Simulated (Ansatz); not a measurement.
# Run report: CH$_{5}$ClGeO, geometry relaxation (part 2 of 2)

CH$_{5}$ClGeO; RKS B3LYP/def2-SVP (Ansatz 0.2.0). The input holds or restrains some coordinates. It belongs to a series of runs on one base structure; here: pulled along the bonds that form and break, towards end A.

Geometry of the input (Å):
```
Ge 0.0000  0.0000  0.0000
Cl 1.3501  0.0000  2.0083
H  1.7410  0.0000  0.1780
C  -0.9232  1.5994  -0.6527
H  -1.9758  1.3458  -0.8971
H  -0.9048  2.3840  0.1322
H  -0.4128  1.9760  -1.5636
O  -0.8337  -1.4443  -0.5894
H  -1.2883  -1.9100  0.1830
```

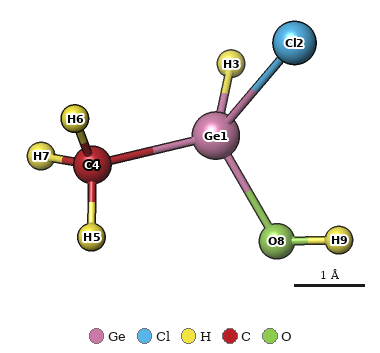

**Figure 1.** The geometry at step 9 of the log (ball-and-stick view, seen at a tilt; atoms are numbered from 1 in the order of the input).

Trajectory as extended XYZ, continued:
```
9
Properties=species:S:1:pos:R:3:forces:R:3 step=4 energy=-72196.24139
Ge    0.1937    0.0371    0.0445    0.2691  -0.1097  -0.0628
Cl    0.9316    0.0028    2.1445   -0.8710   0.0246   0.2279
H     1.6993   -0.0330   -0.3291   -0.4994  -0.0769  -0.9465
C    -0.8790    1.5995   -0.5859    0.2383  -0.3227   0.0570
H    -1.9103    1.2873   -0.8342    0.2456  -0.0718   0.1531
H    -0.9007    2.4213    0.1421    0.0543  -0.0025   0.0461
H    -0.3916    1.9487   -1.5144   -0.0452   0.0102   0.1299
O    -0.7501   -1.4233   -0.4800    0.4996   0.4884   0.3199
H    -1.2404   -1.8895    0.2112    0.1085   0.0603   0.0754
9
Properties=species:S:1:pos:R:3:forces:R:3 step=5 energy=-72196.39434
Ge    0.1590    0.0435   -0.0312    0.6930  -0.2891   0.4281
Cl    0.7743    0.0176    2.0829   -0.6453   0.0866   0.4837
H     1.6500   -0.0670   -0.3800   -0.1707  -0.0232  -0.9693
C    -0.8524    1.6200   -0.5931    0.0319  -0.0821  -0.0696
H    -1.8811    1.3063   -0.8250    0.0061   0.0693   0.0341
H    -0.8534    2.3932    0.1904    0.0056  -0.0756  -0.0281
H    -0.3850    2.0267   -1.5071   -0.0639  -0.0215   0.1072
O    -0.7236   -1.4605   -0.4411   -0.0430   0.1529   0.1041
H    -1.1353   -1.9289    0.3030    0.1863   0.1826  -0.0901
9
Properties=species:S:1:pos:R:3:forces:R:3 step=6 energy=-72196.41649
Ge    0.1575    0.0384   -0.0535    0.6721  -0.1241   0.5142
Cl    0.7310    0.0379    2.0681   -0.5976   0.0626   0.5387
H     1.6479   -0.0904   -0.3789   -0.0785  -0.0178  -0.9892
C    -0.8492    1.6154   -0.5963    0.0473   0.0272  -0.0843
H    -1.8841    1.3217   -0.8217   -0.0056   0.0149   0.0260
H    -0.8344    2.3696    0.2049    0.0013  -0.0446  -0.0308
H    -0.3883    2.0403   -1.5031   -0.0501   0.0091   0.0522
O    -0.7525   -1.4416   -0.4462   -0.2031  -0.1346   0.2126
H    -1.0753   -1.9404    0.3253    0.2141   0.2073  -0.2394
9
Properties=species:S:1:pos:R:3:forces:R:3 step=7 energy=-72196.40775 accepted=F
Ge    0.1374    0.0348   -0.0748    0.6716   0.0574   0.5460
Cl    0.6647    0.0352    2.0584   -0.5673   0.0542   0.5651
H     1.6309   -0.1206   -0.3636    0.0050  -0.0212  -1.0013
C    -0.8427    1.6253   -0.6098    0.0166   0.0839  -0.0513
H    -1.8910    1.3619   -0.8085    0.0042  -0.0223   0.0199
H    -0.7919    2.3644    0.2038   -0.0092  -0.0184  -0.0331
H    -0.3991    2.0606   -1.5176   -0.0068   0.0072  -0.0059
O    -0.8294   -1.4068   -0.4452   -0.3503  -1.0681   1.3085
H    -0.9264   -2.0040    0.3560    0.2362   0.9274  -1.3478
9
Properties=species:S:1:pos:R:3:forces:R:3 step=8 energy=-72196.42799
Ge    0.1491    0.0350   -0.0555    0.6150  -0.0009   0.4589
Cl    0.7054    0.0389    2.0715   -0.6040   0.0457   0.5274
H     1.6420   -0.1070   -0.3637   -0.0526  -0.0256  -0.9899
C    -0.8458    1.6213   -0.6028    0.0264  -0.0485  -0.0318
H    -1.8890    1.3403   -0.8055    0.0073  -0.0097   0.0213
H    -0.8110    2.3740    0.1978    0.0149  -0.0066  -0.0152
H    -0.4008    2.0407   -1.5175   -0.0050   0.0243   0.0077
O    -0.7984   -1.4207   -0.4496   -0.1305  -0.0505   0.1677
H    -0.9990   -1.9716    0.3240    0.1284   0.0718  -0.1461
9
Properties=species:S:1:pos:R:3:forces:R:3 step=9 energy=-72196.44429
Ge    0.1375    0.0391   -0.0511    0.5915  -0.0025   0.4529
Cl    0.6845    0.0354    2.0785   -0.5922   0.0588   0.5315
H     1.6309   -0.1254   -0.3500   -0.0449  -0.0288  -0.9852
C    -0.8426    1.6283   -0.6084    0.0239  -0.0204  -0.0216
H    -1.8916    1.3541   -0.7896    0.0070  -0.0092   0.0150
H    -0.7890    2.3902    0.1824    0.0106  -0.0127  -0.0043
H    -0.4094    2.0377   -1.5327    0.0040   0.0068  -0.0102
O    -0.8542   -1.3890   -0.4347   -0.1120  -0.1390   0.2771
H    -0.9136   -2.0195    0.3041    0.1120   0.1472  -0.2552
9
Properties=species:S:1:pos:R:3:forces:R:3 step=10 energy=-72196.46626
Ge    0.1206    0.0483   -0.0421    0.5727  -0.1270   0.4607
Cl    0.6516    0.0464    2.0932   -0.5667   0.1115   0.5192
H     1.6131   -0.1681   -0.3228   -0.0537  -0.0208  -0.9858
C    -0.8373    1.6398   -0.6183    0.0045  -0.0102   0.0009
H    -1.8941    1.3685   -0.7538    0.0042   0.0273   0.0057
H    -0.7468    2.4101    0.1608   -0.0166   0.0031  -0.0094
H    -0.4357    2.0354   -1.5632    0.0190  -0.0470   0.0078
O    -0.9264   -1.3507   -0.3935    0.0245  -0.1129   0.2458
H    -0.7925   -2.0787    0.2384    0.0122   0.1760  -0.2449
9
Properties=species:S:1:pos:R:3:forces:R:3 step=11 energy=-72196.48756
Ge    0.1075    0.0534    0.0019    0.5370  -0.0160   0.4524
Cl    0.6552    0.1004    2.1314   -0.5546   0.1168   0.5193
H     1.5934   -0.1943   -0.2856   -0.0469  -0.0565  -0.9797
C    -0.8382    1.6356   -0.6110    0.0237   0.0095   0.0537
H    -1.9067    1.3914   -0.6957    0.0117  -0.0173  -0.0048
H    -0.7037    2.4462    0.1187    0.0144   0.0193  -0.0237
H    -0.4567    1.9569   -1.5906    0.0053   0.0125  -0.0193
O    -0.9823   -1.3052   -0.3469   -0.0035  -0.0762   0.0400
H    -0.7160   -2.1334    0.0764    0.0129   0.0079  -0.0379
9
Properties=species:S:1:pos:R:3:forces:R:3 step=12 energy=-72196.39654 accepted=F
Ge    0.0809    0.0583    0.0405    0.6202   0.0533   0.5115
Cl    0.6519    0.1418    2.1639   -0.5375   0.1509   0.4985
H     1.5601   -0.2211   -0.2565   -0.0634  -0.0910  -0.9808
C    -0.8366    1.6416   -0.6065    0.0192   0.1285   0.0334
H    -1.9146    1.4218   -0.6495    0.0601   0.0132  -0.0170
H    -0.6599    2.4888    0.0767    0.0013  -0.0895  -0.1041
H    -0.4713    1.8975   -1.6161   -0.0623  -0.0097   0.1098
O    -1.0410   -1.2795   -0.2724    1.0589  -2.4600   0.3775
H    -0.6169   -2.1983   -0.0814   -1.0964   2.3043  -0.4288
9
Properties=species:S:1:pos:R:3:forces:R:3 step=13 energy=-72196.47868 accepted=F
Ge    0.0768    0.0521    0.0014    0.7276  -0.1759   0.5391
Cl    0.6387    0.0875    2.1300   -0.5568   0.1536   0.5109
H     1.5635   -0.1924   -0.2904   -0.0518  -0.0544  -0.9858
C    -0.8337    1.6537   -0.6121   -0.0744  -0.0933  -0.0232
H    -1.9033    1.4160   -0.6927   -0.0501   0.0715  -0.0062
H    -0.6832    2.4708    0.1063   -0.0003  -0.0247   0.0364
H    -0.4547    1.9670   -1.5962    0.0139  -0.0513  -0.0039
O    -0.9859   -1.3404   -0.3145   -0.1263   0.3746  -0.1762
H    -0.6657   -2.1635    0.0669    0.1181  -0.2002   0.1089
9
Properties=species:S:1:pos:R:3:forces:R:3 step=14 energy=-72196.48750
Ge    0.0959    0.0531    0.0060    0.6074  -0.0571   0.4745
Cl    0.6514    0.1023    2.1347   -0.5604   0.1239   0.5109
H     1.5817   -0.1956   -0.2839   -0.0517  -0.0577  -0.9794
C    -0.8371    1.6406   -0.6100   -0.0057  -0.0118   0.0214
H    -1.9071    1.4016   -0.6898   -0.0033   0.0097  -0.0031
H    -0.6929    2.4571    0.1111    0.0085   0.0021  -0.0079
H    -0.4576    1.9523   -1.5940    0.0025  -0.0066  -0.0068
O    -0.9868   -1.3141   -0.3357   -0.0175   0.0065   0.0023
H    -0.6949   -2.1465    0.0602    0.0201  -0.0092  -0.0117
```

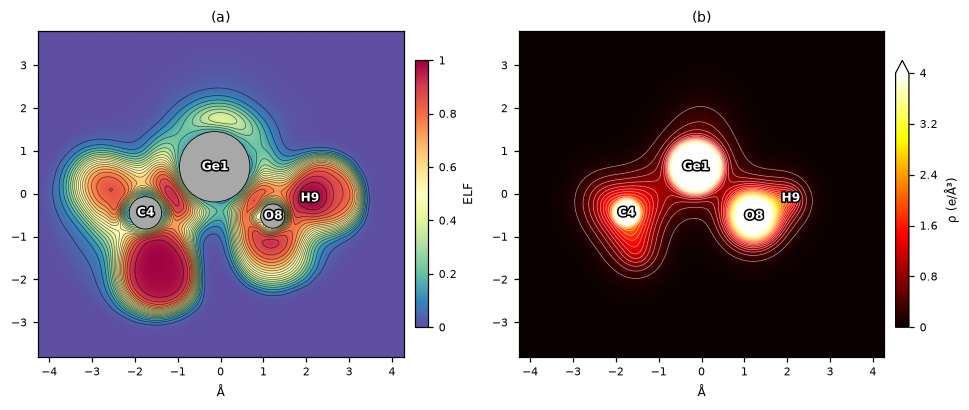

**Figure 2.** (a) electron localisation function; (b) total electron density on the plane of atoms C4, Ge1 and O8. Grey discs, where drawn, cover atomic cores. Atoms in the plane: Ge, C, O and H. Ge–O (1.78 Å): ρ at the midpoint is about 0.95 e/Å³; the ELF peaks at about 0.85 in the valence shell of O, 0.6 Å from its nucleus, and is about 0.35 at the midpoint. C–Ge (1.94 Å): ρ is about 0.91 e/Å³ halfway; the ELF peaks at about 0.90 between the atoms (a covalent bond).

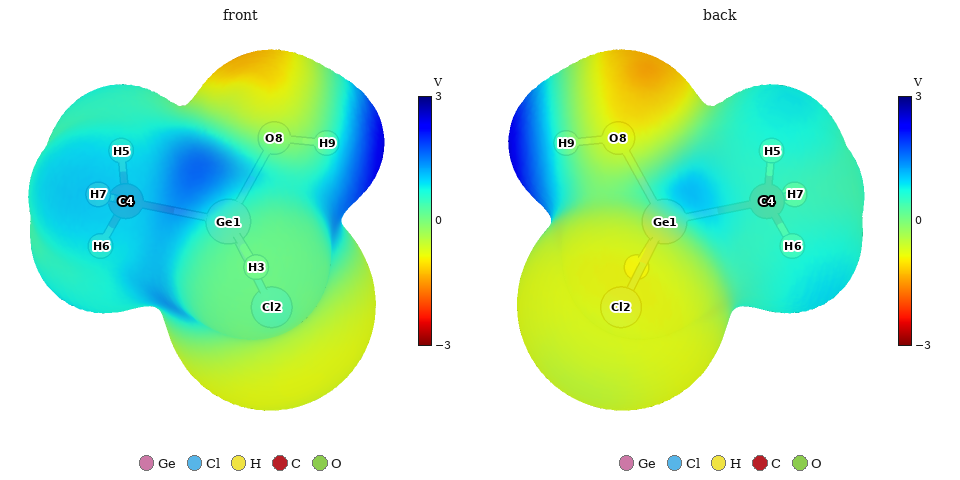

**Figure 3.** The electrostatic potential painted on the density surface at 0.002 e/bohr³, seen face on and from behind; the colour scale runs from red (negative) to blue (positive). A positive charge is drawn to the negative regions and a negative charge to the positive ones.

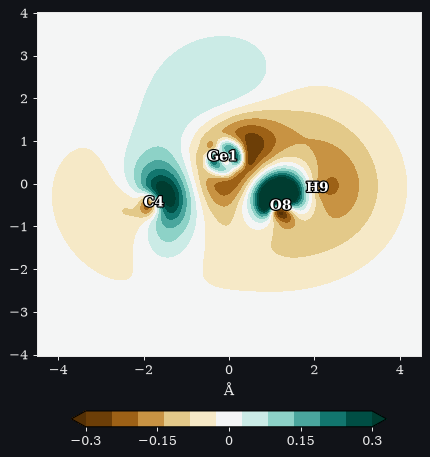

**Figure 4.** One frontier orbital on the plane of atoms C4, Ge1 and O8 (values in Å⁻³ᐟ²; the overall sign is arbitrary). The LUMO, at 0.34 eV. By Hirshfeld shares it lies mainly on Ge1 (35 %), O8 (20 %), H9 (15 %), Cl2 (15 %) and C4 (10 %).

Summary:

- outcome: converged under the restraints of the input
- total energy: −72196.4877 eV
- mean-field energy: −72196.4877 eV
- largest force (length of the vector) at the end, held atoms and coordinates included: 0.982 eV/Å
- hardware: 2 threads of Arm Neoverse V2, 24 GiB of memory available, shared host
- wall time: 40 s (CPU time 77 s)
- peak memory: 0.23 GiB
